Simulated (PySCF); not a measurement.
**C6H9NSi: density, localisation and related maps**

Input

```
{"job": {"kind": "nmr", "xc": "PBE0", "basis": "pcSseg-1", "pop": false}, "charge": 0, "multiplicity": 1}
C      2.950300    -0.046200     0.167300
C      1.859300    -0.612100     0.514000
C      0.508800    -0.073400     0.355400
C      0.043700     1.267300     0.124100
C     -1.273800     1.232500     0.026000
N     -1.743100    -0.098000     0.291600
Si    -3.403600    -0.586000     0.287200
C     -0.636900    -0.818200     0.473100
H      3.864400    -0.512500     0.296900
H      3.070300     0.961700    -0.305000
H      1.805200    -1.608500     0.805300
H      0.571700     2.186900     0.061900
H     -1.892100     2.070400    -0.256200
H     -3.739000    -0.797100     1.706900
H     -3.532100    -1.854800    -0.511400
H     -4.087200     0.575300    -0.273000
H     -0.700800    -1.831600     0.618600
```

Run with:

```sh
OMP_NUM_THREADS=1 python probes_run.py task.json out
```

Geometry: GFN2-xTB, MD frame at 250 fs, 400 K.

Computed with PySCF 2.14.0, PBE0/pcSseg-1, SCF density, gas phase, non-relativistic.

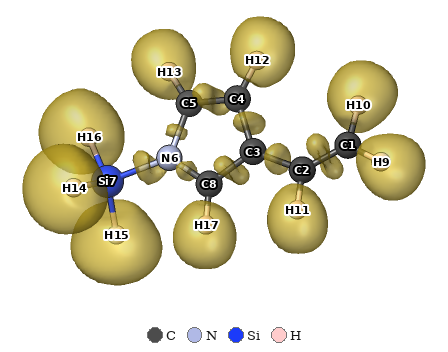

Figure 1. Isosurface of the electron localisation function at 0.85 (yellow), seen at a tilt. Only the valence region is drawn (cores and ρ < 0.01 e/Å³ removed).

Q: Identify the bonds, lone pairs and shells in this picture.

A: The ELF exceeds this value in five regions between bonded C–C atoms (shared pairs), two regions between bonded C–N atoms (shared pairs), one region between bonded N–Si atoms (shared pairs) and nine regions around hydrogen nuclei.


C–C (1.28 Å): the ELF peaks at about 0.90 between the atoms: a short, multiple covalent bond. C–N (1.33 Å): the ELF peaks at about 0.90 between the atoms: localised, covalent bonding.

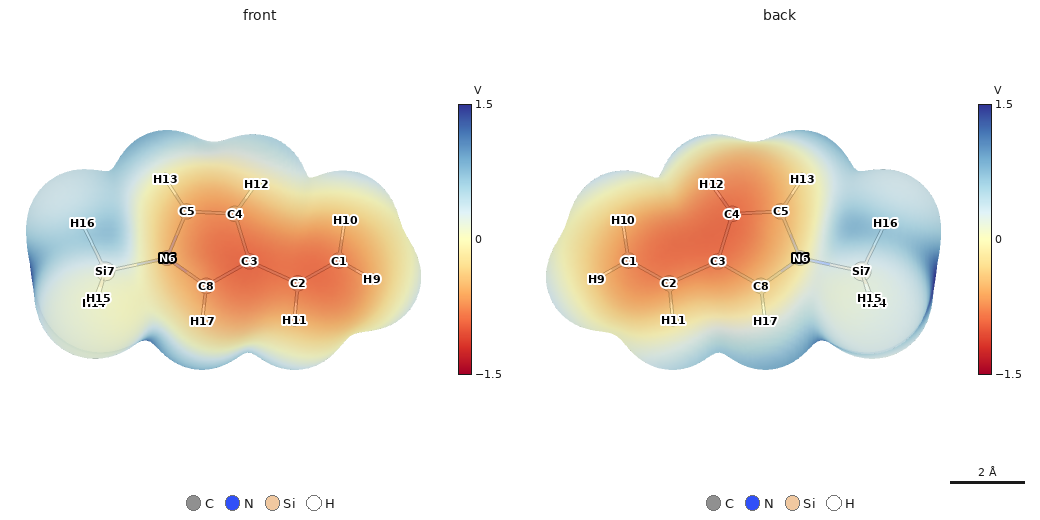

Figure 2. The molecular electrostatic potential painted on the density surface at 0.001 e/bohr³, seen from the front and from behind; the colour scale runs from red (negative) to blue (positive).

Q: Which sites attract a positive test charge, and which a negative one?

A: A positive charge is drawn to the negative regions and a negative charge to the positive ones. The most negative region (about −0.9 V, or −21 kcal/mol for a unit charge) lies over the π face of C1, C2, C3 and C4, the most positive (about +1.4 V, or +32 kcal/mol for a unit charge) over Si7.

Q: What dipole moment does the calculation give?

A: Its dipole moment is 2.12 D.

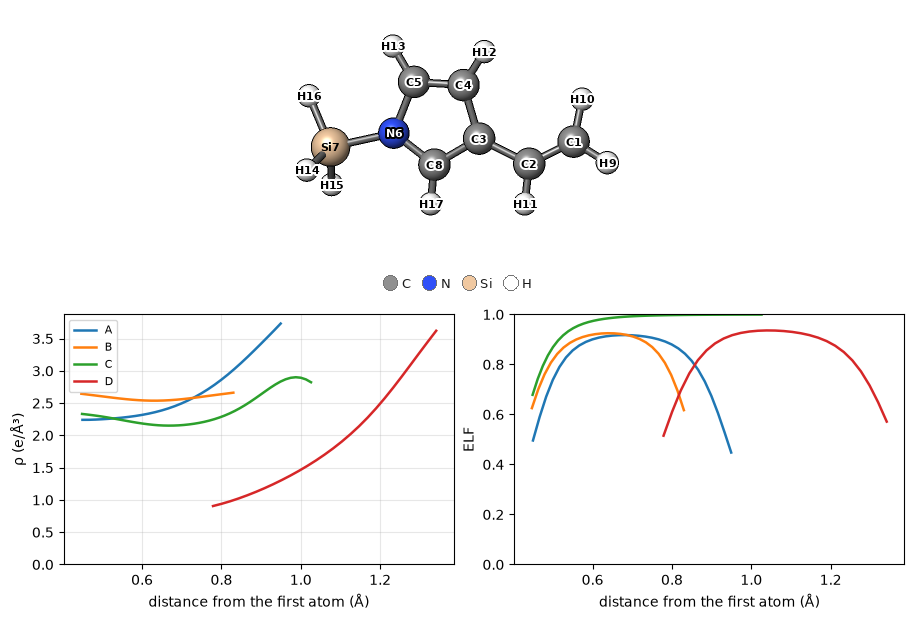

Figure 3. Total electron density and electron localisation function along straight lines between neighbouring atoms. The curves leave out the atomic cores. The structure is drawn too.

Q: Which curve belongs to which contact (C–C, C–H, C–N and Si–N)? The first atom named is at distance zero.

A: Curve A: C–N (1.33 Å): the density is about 2.4 e/Å³ at the midpoint; the ELF peaks at about 0.90 between the atoms (a covalent bond). Curve B: C–C (1.28 Å): ρ at the midpoint is about 2.5 e/Å³; the ELF peaks at about 0.90 between the atoms (a multiple bond). Curve C: C–H (1.03 Å): the density is about 2.3 e/Å³ at the midpoint; the ELF climbs to about 1 towards the hydrogen, as it does in any bond to H; a covalent bond by its length. Curve D: Si–N (1.73 Å): ρ at the midpoint is about 1.1 e/Å³; the ELF peaks at about 0.95 between the atoms; a shared but strongly polarised pair.
